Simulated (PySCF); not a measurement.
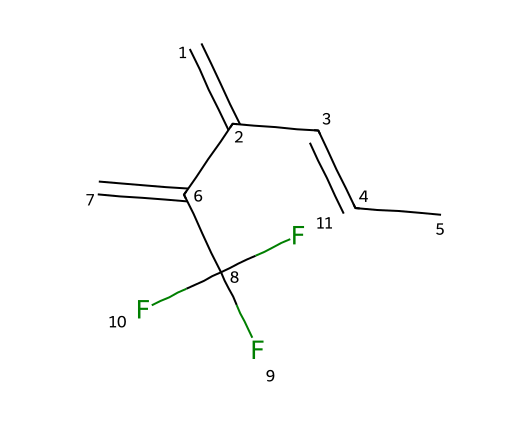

A structural formula, with wedges where it has stereocentres; small numbers name the atoms. The configuration is that of a computed structure (PBE0-D3(BJ)/def2-SVP).

Q: Assign CIP descriptors.

A: C3=C4: E.

Q: Write the isomeric SMILES.

A: C=C(/C=C/C)C(=C)C(F)(F)F
